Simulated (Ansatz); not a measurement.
# Monolayer MoS2: relaxation and tunnelling images, part 2 of 2

The task: relax monolayer MoS2 and compute the vacuum tail of its states by energy, as an STM tip samples it.

Ansatz 0.2.0; DFT PBE+D3(BJ), scalar-relativistic, plane waves, PAW. Earlier steps stand in the parts before.

### Step 4. Relaxing the atoms

Input file input.yaml:

```yaml
crystal:
  lattice:
    - [3.1546275777, 0.0, 0.0]
    - [-1.5773137888, 2.7319876217, 0.0]
    - [0.0, 0.0, 20.1354073823]
  atoms:
    - { symbol: S, position: [0.6666666667, 0.3333333333, 0.4221419432] }
    - { symbol: Mo, position: [0.3333333333, 0.6666666667, 0.499997791] }
    - { symbol: S, position: [0.6666666667, 0.3333333333, 0.5778580568] }
basis:
  ecutwfc: 420.0
  fft_grid_basis: typed
kpoints:
  mp_grid: { grid: [9, 9, 1] }
hamiltonian:
  xc: pbe
  dispersion: d3bj
scf:
  occupations: { method: gaussian, width: 0.05 }
output:
  forces: true
  eigenvalues: true
efield:
  axis: 3
  dipole_correction: true
  ramp_width: 0.04
relax:
  adjacent_minimum: "off"
  f_tol: 0.04
  max_steps: 40
```

On the command line:

```console
> ansatz run input.yaml --threads 1 --pin off --max-ram 2211MiB --backend cpu --events-out ev --progress --plain --runs-dir out
```

What it wrote:

```text
Warning: RAYON_NUM_THREADS=1 ignored (pool sized by the plan → 1); use --threads N
Engine: ansatz 0.2.0, x86_64-unknown-linux-gnu
Pseudopotentials: kind: paw
Pseudopotential: S, paw, valence charge 6, recommended cutoff 420 eV (normal), S.paw.azcp
Pseudopotential: Mo, paw, valence charge 14, recommended cutoff 420 eV (normal), Mo.paw.azcp
Functional definition: PBE
  parameter kappa = 0.804
  parameter beta = 0.06672455060314922
  exchange = pbe_x(kappa = kappa, mu = beta*pi^2/3)
  correlation = pbe_c(beta = beta)
Crystal: 3 atoms, lattice volume = 173.535 Å³
Basis set: ecut = 420 eV, 3367 PW (Γ), exchange–correlation on 48×48×270 points (8 copies of the dense FFT grid, shifted against one another)
Bands: 17, of which v1, the nominal top of the filled ones, is band 13 counted from 1 (12 counted from 0)
Symmetry: 6 space group operations
Space group: P3m1 (ITA 156), of the structure as read, at distance tolerance 5.6e-5 Å
k-points: 12 of 81 (time reversal used)
Non-local potential: S, projectors of the file, l = 0: 2, l = 1: 2, l = 2: 2
Non-local potential: Mo, projectors of the file, l = 0: 3, l = 1: 2, l = 2: 2, l = 3: 1
PAW form: soft (Blöchl's): semilocal exchange-correlation on the pseudo side does not see the compensation charge
PAW one-centre angular grid: S, 110 points (default); XC on 64 Gauss nodes
PAW one-centre angular grid: Mo, 590 points (default); XC on 64 Gauss nodes
Initial density: superposition of atomic densities (neutral atoms: chi_scale 0, normalization atom), corrected by the library's trained network
Initial wavefunctions: pseudopotential atomic-orbital guess
Functional: x = pbe(κ = 0.804, μ = 0.2195149727645171), c = pbe(β = 0.06672455060314922)
SCF iter   1: F=—  HF=-6763.757082 eV  |F-HF|=—  |Δ(HF+E_count)|=         —  Δρ=3.11e-3  dr2=5.92e-3  ethr=1.77e-3  p=-0.000 e·Å  D=-3.81e-6 V/Å  ΔV_dip=0.00 eV  dr2_dipole=5.10e-9  V_vac-E_F(+/−)=5.22/5.22 eV  ⟨swp⟩=9.5  Hψ=1458  notcnv=0
efield: sawtooth ramp at fractional position 0.9800 (placed from the atoms, in the widest stretch of the axis that holds none; the zero of the levels goes with the place), width 0.0400; the density the first Hamiltonian is built on has a dipole p = -0.000 e·Å; the dipole correction subtracts the counter field D = -3.81e-6 V/Å, which shifts the + side's vacuum level by +0.00 eV against the − side's; the planar-averaged density in the ramp window peaks in size at 2.8e-5 e/Å³
preconditioner: auto → none  [insulator: Δε(μ)=1.776 eV  Ē_g=8.109 eV  σ=0.050 eV  W_gap=1.00  n_scr=12 (ndim 8)  ℏωp=12.0 eV  f_vac=0.663  D(μ)=0.00/eV (n_scr^D=0)  ε∞_Penn≈3.2]
SCF iter   2: F=—  HF=-6763.763964 eV  |F-HF|=—  |Δ(HF+E_count)|=   6.88e-3  Δρ=2.06e-3  dr2=1.12e-2  ethr=2.28e-5  p=0.000 e·Å  D=4.78e-5 V/Å  ΔV_dip=-0.00 eV  dr2_dipole=1.21e-7  V_vac-E_F(+/−)=5.02/5.02 eV  ⟨swp⟩=2.3  Hψ=526  notcnv=0
SCF iter   3: F=—  HF=-6763.765067 eV  |F-HF|=—  |Δ(HF+E_count)|=   1.10e-3  Δρ=1.67e-3  dr2=9.00e-3  ethr=2.28e-5  p=-0.000 e·Å  D=-9.33e-5 V/Å  ΔV_dip=0.00 eV  dr2_dipole=5.52e-7  V_vac-E_F(+/−)=5.15/5.15 eV  ⟨swp⟩=2.0  Hψ=334  notcnv=0
SCF iter   4: F=—  HF=-6763.765133 eV  |F-HF|=—  |Δ(HF+E_count)|=   6.59e-5  Δρ=6.67e-4  dr2=6.85e-4  ethr=2.28e-5  p=0.000 e·Å  D=1.60e-4 V/Å  ΔV_dip=-0.00 eV  dr2_dipole=1.46e-6  V_vac-E_F(+/−)=5.07/5.07 eV  ⟨swp⟩=2.0  Hψ=241  notcnv=0
SCF iter   5: F=—  HF=-6763.765448 eV  |F-HF|=—  |Δ(HF+E_count)|=   3.16e-4  Δρ=1.75e-4  dr2=3.56e-4  ethr=2.64e-6  p=-0.001 e·Å  D=-1.21e-3 V/Å  ΔV_dip=0.02 eV  dr2_dipole=9.11e-5  V_vac-E_F(+/−)=5.05/5.03 eV  ⟨swp⟩=2.7  Hψ=302  notcnv=0
SCF iter   6: F=-6763.765426 eV  HF=-6763.765425 eV  |F-HF|=6.18e-7  |Δ(HF+E_count)|=   2.34e-5  Δρ=4.17e-5  dr2=1.35e-6  ethr=1.54e-7  p=0.000 e·Å  D=5.10e-6 V/Å  ΔV_dip=-0.00 eV  dr2_dipole=6.03e-12  V_vac-E_F(+/−)=5.03/5.03 eV  ⟨swp⟩=7.5  Hψ=1185  notcnv=0
SCF 1 converged in 6 iterations: F = -6763.765426 eV  dr2 = 1.35e-6
relax step   1: F+E_penalty+E_count = -6763.76542551 eV  Δ(F+E_penalty+E_count) = +0.000e0 eV  max|allowed force component| = 9.501e-3 eV/Å  Δτ_max = 0.0000 Å  (6 SCF iters, dr2 threshold 4.00e-5 eV, accepted)
Initial density: handed on by an earlier stage of this run
Initial wavefunctions: those handed on with the density
iter 1 solved again at ethr=5.18e-9 eV; its pass at ethr=3.10e-3 eV (dr2=1.35e-6 eV) is discarded
SCF iter   1: F=—  HF=-6763.765397 eV  |F-HF|=—  |Δ(HF+E_count)|=         —  Δρ=4.17e-5  dr2=1.35e-6  ethr=5.18e-9  p=0.000 e·Å  D=5.10e-6 V/Å  ΔV_dip=-0.00 eV  dr2_dipole=2.47e-12  V_vac-E_F(+/−)=5.03/5.03 eV  ⟨swp⟩=1.0  Hψ=696  notcnv=0
efield: sawtooth ramp at fractional position 0.9800 (handed on by an earlier solve), width 0.0400; the density the first Hamiltonian is built on has a dipole p = 0.000 e·Å; the dipole correction subtracts the counter field D = 5.10e-6 V/Å, which shifts the + side's vacuum level by -0.00 eV against the − side's; the planar-averaged density in the ramp window peaks in size at 2.5e-6 e/Å³
preconditioner: auto → none  [insulator: Δε(μ)=1.775 eV  Ē_g=8.119 eV  σ=0.050 eV  W_gap=1.00  n_scr=12 (ndim 8)  ℏωp=12.0 eV  f_vac=0.665  D(μ)=0.00/eV (n_scr^D=0)  ε∞_Penn≈3.2]
SCF iter   2: F=—  HF=-6763.765426 eV  |F-HF|=—  |Δ(HF+E_count)|=   2.81e-5  Δρ=2.04e-5  dr2=5.69e-7  ethr=5.18e-9  p=0.000 e·Å  D=6.23e-6 V/Å  ΔV_dip=-0.00 eV  dr2_dipole=4.73e-10  V_vac-E_F(+/−)=5.03/5.03 eV  ⟨swp⟩=2.0  Hψ=288  notcnv=0
SCF iter   3: F=—  HF=-6763.765426 eV  |F-HF|=—  |Δ(HF+E_count)|=   5.63e-7  Δρ=2.24e-5  dr2=2.54e-6  ethr=2.19e-9  p=-0.000 e·Å  D=-9.86e-6 V/Å  ΔV_dip=0.00 eV  dr2_dipole=1.06e-8  V_vac-E_F(+/−)=5.03/5.03 eV  ⟨swp⟩=2.4  Hψ=370  notcnv=0  recentre
iter 4 did not close the SCF: its close was put off until two iterations running show no level that it waits for move by more than its bar (scf_convergence_deferred on its scf_iter line)
SCF iter   4: F=-6763.765426 eV  HF=-6763.765426 eV  |F-HF|=1.17e-8  |Δ(HF+E_count)|=   2.73e-7  Δρ=5.90e-6  dr2=5.16e-8  ethr=3.85e-10  p=0.000 e·Å  D=1.34e-5 V/Å  ΔV_dip=-0.00 eV  dr2_dipole=6.32e-9  V_vac-E_F(+/−)=5.03/5.03 eV  ⟨swp⟩=4.0  Hψ=944  notcnv=0
SCF iter   5: F=—  HF=-6763.765426 eV  |F-HF|=—  |Δ(HF+E_count)|=   6.76e-8  Δρ=4.51e-6  dr2=2.55e-7  ethr=1.98e-10  p=-0.000 e·Å  D=-2.97e-5 V/Å  ΔV_dip=0.00 eV  dr2_dipole=6.58e-8  V_vac-E_F(+/−)=5.03/5.03 eV  ⟨swp⟩=2.1  Hψ=293  notcnv=0  recentre
SCF iter   6: F=-6763.765426 eV  HF=-6763.765426 eV  |F-HF|=5.09e-9  |Δ(HF+E_count)|=   2.01e-8  Δρ=1.95e-6  dr2=2.65e-9  ethr=1.98e-10  p=0.000 e·Å  D=4.46e-6 V/Å  ΔV_dip=-0.00 eV  dr2_dipole=8.32e-11  V_vac-E_F(+/−)=5.03/5.03 eV  ⟨swp⟩=3.1  Hψ=763  notcnv=0
SCF 2 converged in 6 iterations: F = -6763.765426 eV  dr2 = 2.65e-9
relax step   2: F+E_penalty+E_count = -6763.76542591 eV  Δ(F+E_penalty+E_count) = -3.985e-7 eV  max|allowed force component| = 9.208e-3 eV/Å  Δτ_max = 0.0000 Å  (6 SCF iters, accepted)
SCF converged after 6 iterations
Free energy (F): -6763.765426 eV
Harris-Foulkes:  -6763.765426 eV  (|F-HF|=5.09e-9)
Internal energy: -6763.765426 eV  (E = F + TS)
E sigma→0 (E₀):  -6763.765426 eV
Fermi energy:    -0.049291 eV
Dipole field:    D = -0.000009 V/Å  (p = -0.000008 e·Å, saw-weighted, corrected)
Work function:   Φ+ = 5.0331 eV   Φ− = 5.0329 eV
Levels:          The Fermi level and band energies are counted from a zero that moves with the ramp; work functions are not
--- Per-component energies (eV) ---
  E_band       = -446.243631
  E_kinetic    = 656.198332
  E_local      = -16378.874421  (includes V_loc(G=0)·N_el)
  E_nonlocal   = 199.136396
  E_hartree    = 7817.830440
  E_xc         = -378.523013
  E_vxc        = -405.002404  (∫ρ·V_xc dr)
  E_paw        = -4401.547770  (= ΣΔE_a)
  E_vpaw       = -153.362631  (= ΣTr[D̂ρ^β])
  E_aug_tail   = 0.000040  (compensation charges beyond the density's cutoff)
  E_efield     = 0.000000  (sawtooth field / dipole correction)
  E_vefield    = -0.000000  (∫n·V_field dr)
  E_ewald      = 5722.972680
  E_disp       = -0.958110  (pairwise vdW)
  E_smearing   = -0.000000  (= −TS)
  E_closure    = 0.000000  (closes the sum)
  Σ components = -6763.765426   (vs F -6763.765426, Δ=0.00e0)
--- Forces (eV/Å), atoms counted from 1 ---
  atom   1  S      0.00000000    -0.00000000     0.00784096
  atom   2  Mo     0.00000000     0.00000000     0.00136609
  atom   3  S      0.00000000    -0.00000000    -0.00920885
  max |Σ_I F_I| component: 1.80e-6 eV/Å
--- Band table (eV; the first three rows and the last of 12) ---
  k-point 0: bands = ["-61.7728", "-35.9292", "-35.6890", "-35.6890", "-15.1035", "-13.7954", "-6.6143", "-3.5092", "-3.5092", "-2.7886", "-2.3850", "-2.3850", "-1.0179", "1.9006", "1.9006", "2.1364", "2.1364"]
  k-point 1: bands = ["-61.7679", "-35.9196", "-35.7378", "-35.7001", "-14.9166", "-13.7174", "-6.4051", "-3.9060", "-3.4514", "-3.3147", "-2.6700", "-2.0283", "-1.1060", "1.6694", "1.7058", "1.9350", "2.2077"]
  k-point 2: bands = ["-61.7554", "-35.8952", "-35.8596", "-35.7280", "-14.4077", "-13.5061", "-6.0026", "-4.6278", "-4.3355", "-3.2488", "-2.8083", "-2.1825", "-1.5481", "1.2293", "1.5536", "1.8835", "2.7908"]
  k-point 11: bands = ["-61.7254", "-35.9941", "-35.9484", "-35.8363", "-12.8678", "-12.8359", "-6.4168", "-5.5834", "-5.0512", "-4.4868", "-3.8532", "-3.1353", "-0.9369", "0.8384", "2.0981", "2.6763", "4.0620"]
--- Relaxed structure (2 steps of the walk, 2 accepted, 0 SCFs on fresh bases) ---
  F+E_penalty+E_count = -6763.76542591 eV   max|allowed force component| = 9.208e-3 eV/Å
  atoms:
    - { symbol: S, position: [0.6666666666666666, 0.3333333333333333, 0.4221419432] }
    - { symbol: Mo, position: [0.33333333333333326, 0.6666666666666666, 0.49999779099999997] }
    - { symbol: S, position: [0.6666666666666666, 0.3333333333333333, 0.5778580567999999] }
```

Run time: 8.1 s. Hardware: 1 thread of Intel Xeon Platinum 8259CL at 2.50GHz (Skylake/Cascade Lake), shared host; peak memory 0.42 GiB.

Relaxation path:

```
step  E - E(step 1) (eV/cell)  largest force component (eV/Å)
   1                   0.0000                          0.0095
   2                   0.0000                          0.0092
```

Step 1 is the start.

Read from this run: gap on the mesh 1.78 eV.

### Step 5. Densities by energy window

The windows are in eV from the zero of bias; a denser mesh resolves them.

Changes to input.yaml since step 4:

```diff
@@ -13,3 +13,3 @@
 kpoints:
-  mp_grid: { grid: [9, 9, 1] }
+  mp_grid: { grid: [30, 30, 1] }
 hamiltonian:
@@ -22,2 +22,16 @@
   eigenvalues: true
+  band_densities:
+    - { e_range: [-2.9, -2.1] }
+    - { e_range: [-2.1, -1.5] }
+    - { e_range: [-1.5, -1.15] }
+    - { e_range: [-1.15, 0.0] }
+    - { e_range: [0.0, 1.15] }
+    - { e_range: [1.15, 1.5] }
+    - { e_range: [1.5, 2.1] }
+    - { e_range: [2.1, 2.7] }
+  band_residual_tolerance: 1.0e-05
+  write_potential: true
+  elf: true
+  write_density: true
+  volumetric_format: npy
 efield:
@@ -26,5 +40,7 @@
   ramp_width: 0.04
-relax:
-  adjacent_minimum: "off"
-  f_tol: 0.04
-  max_steps: 40
+checkpoint:
+  read: start.run
+  write: ck
+  compress: false
+  write_wavefunctions: false
+  write_every: 100000
```

On the command line:

```console
> ansatz run input.yaml --threads 1 --pin off --max-ram 2211MiB --backend cpu --events-out ev --progress --plain --runs-dir out
```

What it wrote, shortened:

```text
Warning: RAYON_NUM_THREADS=1 ignored (pool sized by the plan → 1); use --threads N
[...]
[... 4 set-up lines as earlier in the session ...]
[...]
Crystal: 3 atoms, lattice volume = 173.535 Å³
Basis set: ecut = 420 eV, 3367 PW (Γ), exchange–correlation on 48×48×270 points (8 copies of the dense FFT grid, shifted against one another)
Bands: 17, of which v1, the nominal top of the filled ones, is band 13 counted from 1 (12 counted from 0)
[... 2 set-up lines as earlier in the session ...]
k-points: 91 of 900 (time reversal used)
[...]
--- Band table (eV; the first three rows and the last of 91) ---
  k-point 0: bands = ["-61.7729", "-35.9293", "-35.6892", "-35.6892", "-15.1035", "-13.7954", "-6.6143", "-3.5094", "-3.5094", "-2.7886", "-2.3850", "-2.3850", "-1.0180", "1.9006", "1.9006", "2.1363", "2.1363"]
[...]
--- Band densities, each state counted as filled ---
  window                                       electrons  max residual (eV)  cut levels
  e_range: [-2.9, -2.1]                         2.506667             3.5e-9           0
  e_range: [-2.1, -1.5]                         1.560000             3.4e-9           0
  e_range: [-1.5, -1.15]                        0.746667             2.7e-9           0
  e_range: [-1.15, 0]                           0.340000             3.5e-9           0
  e_range: [0, 1.15]                            0.324444             3.5e-6           0
  e_range: [1.15, 1.5]                          1.606667             3.1e-6           0
  e_range: [1.5, 2.1]                           2.424444             2.8e-6           0
  e_range: [2.1, 2.7]                           1.528889             1.9e-6           0
```

It took 49 s on 1 thread of Intel Xeon Platinum 8259CL at 2.50GHz (Skylake/Cascade Lake), shared host; peak memory 0.59 GiB.

This gives gap on the mesh 1.78 eV.

band_densities.tsv:

```
# window	n_electrons	max_residual_ev	n_cut_levels
# fermi_ev = -0.049408
# range_zeros_ev = -0.049408
# range_zeros_ev: from where a range's energies are measured, in spin up and in spin down where the run solves two channels
e_range_-2.9_-2.1	2.506667	3.473e-9	0
e_range_-2.1_-1.5	1.560000	3.434e-9	0
e_range_-1.5_-1.15	0.746667	2.710e-9	0
e_range_-1.15_0	0.340000	3.472e-9	0
e_range_0_1.15	0.324444	3.507e-6	0
e_range_1.15_1.5	1.606667	3.117e-6	0
e_range_1.5_2.1	2.424444	2.847e-6	0
e_range_2.1_2.7	1.528889	1.896e-6	0
```

### Step 6. Tersoff–Hamann images

Tersoff–Hamann simulation (s-wave tip); biases are sample biases. Zero bias lies in the gap, 0.89 eV above the top filled level.

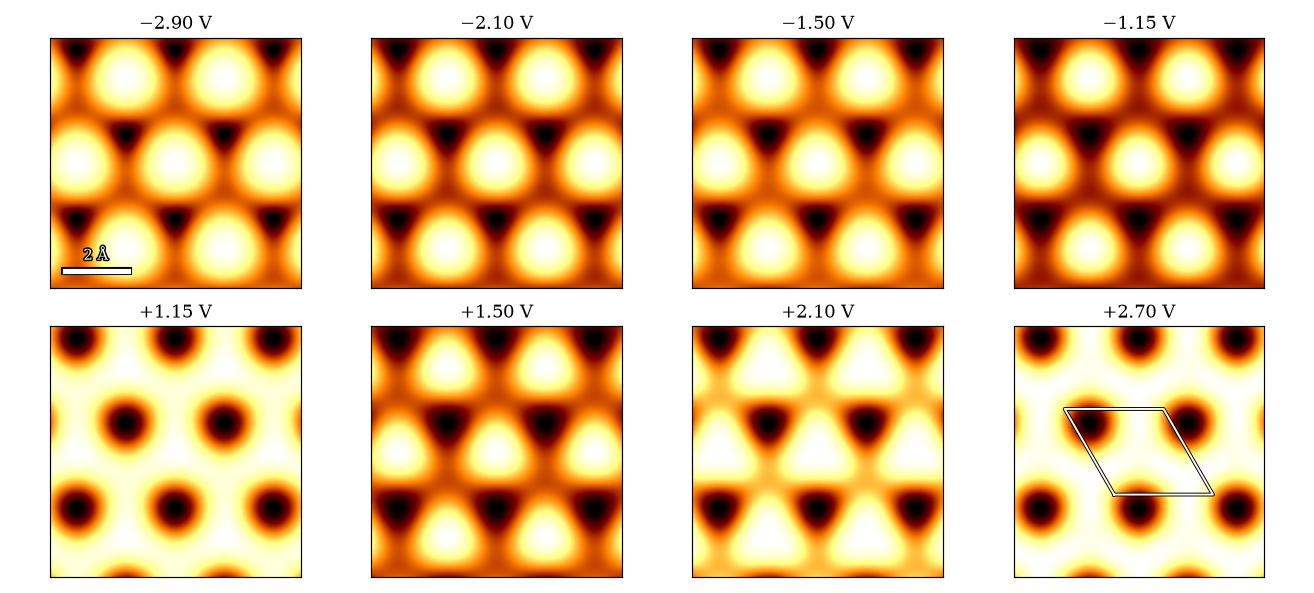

Constant-current images of monolayer MoS2 at 8 sample biases, each on its own colour scale; the last shows the surface cell.

*How do the images change with bias?*

| bias | set point (e/Å³) | corrugation | brightest over |
| --- | --- | --- | --- |
| −2.90 V | 6.2 × 10⁻⁴ | 66 pm | top S atoms |
| −2.10 V | 3.7 × 10⁻⁴ | 49 pm | top S atoms |
| −1.50 V | 1.6 × 10⁻⁴ | 44 pm | top S atoms |
| −1.15 V | 9.0 × 10⁻⁵ | 30 pm | top S atoms |
| +1.15 V | 1.1 × 10⁻⁴ | 14 pm | top S atoms and hollow sites |
| +1.50 V | 5.8 × 10⁻⁴ | 12 pm | top S atoms |
| +2.10 V | 1.1 × 10⁻³ | 7 pm | top S atoms |
| +2.70 V | 1.5 × 10⁻³ | 12 pm | hollow sites |

The slab has a gap of 1.78 eV on its k-mesh, so no current flows between −0.89 V and +0.89 V.

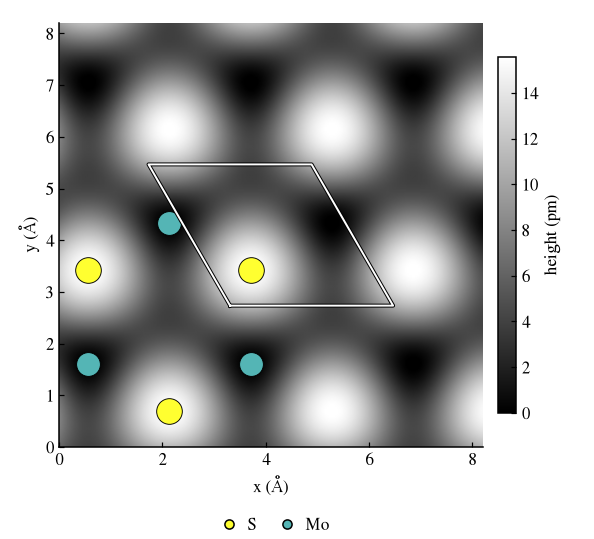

Constant-current image at a set point of 2.8 × 10⁻⁵ e/Å³, bias −1.15 V (filled states); exposed atoms are drawn over one corner and one cell is outlined.

The brightest spots lie over the top S atoms; the darkest points are over the Mo atoms about 1.6 Å below the slab's top atoms. The corrugation is 16 pm at a mean tip height of 3.0 Å.

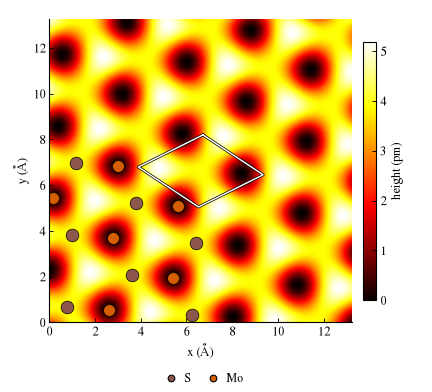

Constant-current image at a set point of 1.1 × 10⁻⁵ e/Å³, bias +1.15 V (empty states); exposed atoms are drawn over one corner and one cell is outlined.

The brightest spots lie over hollow sites, with weaker maxima over the top S atoms; the darkest points are over the Mo atoms about 1.6 Å below the slab's top atoms. The corrugation is 5 pm at a mean tip height of 3.5 Å. So weak a contrast depends on the k-mesh and on the tip.

### Step 7. More from the same densities

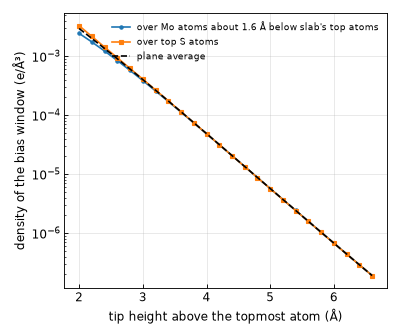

Approach curves over monolayer MoS2 at a sample bias of +2.10 V.

*How fast does the current decay, and what apparent barrier height does that imply?*

Near 4 Å the plane average falls as exp(−2.14 z/Å), a factor of 8.5 per ångström, which gives an apparent barrier of 4.3 eV (0.952 eV Å² times the slope squared). The vacuum level lies 5.03 eV above zero bias.

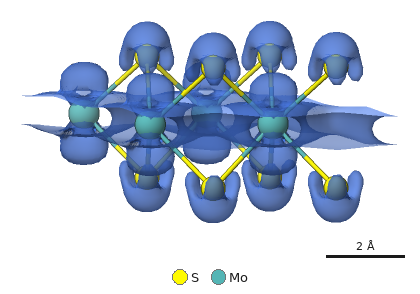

Density of all states between −1.50 and −1.15 eV from the zero of bias in the gap in monolayer MoS2: blue isosurface at 2.3 × 10⁻² e/Å³, seen from the side.

The density is that of the smooth PAW orbitals, smoothed near the nuclei.

*Where in the slab do these states sit?*

The window holds 0.75 states per cell. Shares by plane, top to bottom: S 22 %, Mo 56 %, S 22 %. 

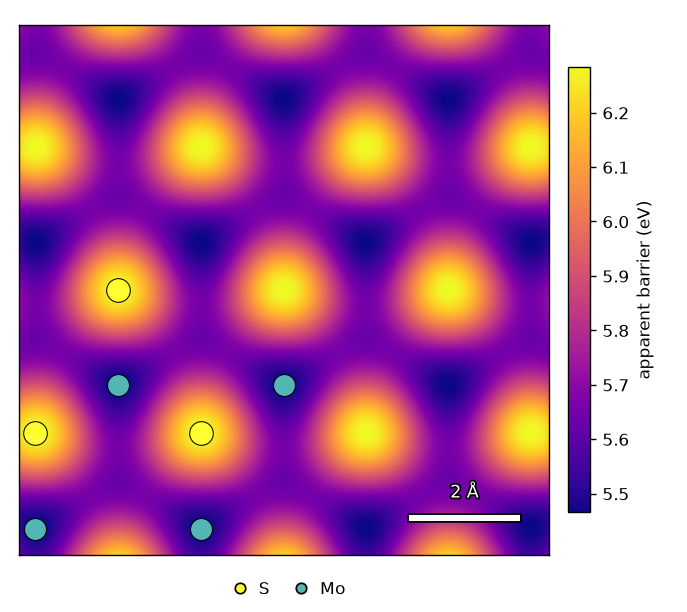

Map of the apparent barrier height, 0.952 eV Å² × (d ln I/dz)², 3.8 Å above monolayer MoS2 at −1.15 V; lighter colours are higher.

*Where is the apparent barrier highest and lowest, and over what range?*

It is highest, 6.3 eV, over the top S atoms, and lowest, 5.5 eV, over the Mo atoms about 1.6 Å below the slab's top atoms. The vacuum level lies 5.03 eV above zero bias.

### Step 8. Results

The summary covers parts 1 to 2.

| quantity | value |
| --- | --- |
| vacuum level over zero bias, top face | 5.03 eV |
| gap of the slab on its mesh | 1.78 eV |
| corrugation at −1.15 V, tip 3.0 Å up | 16 pm |
| corrugation at +1.15 V, tip 3.5 Å up | 5 pm |

In words: At −1.15 V the brightest spots lie over the top S atoms; the darkest points are over the Mo atoms about 1.6 Å below the slab's top atoms. At +1.15 V the brightest spots lie over hollow sites, with weaker maxima over the top S atoms; the darkest points are over the Mo atoms about 1.6 Å below the slab's top atoms. A real tip's own states and forces would change the contrast.

These are semilocal Kohn-Sham gaps, which aren't the measured quantity. Such gaps usually fall short of the measured ones.
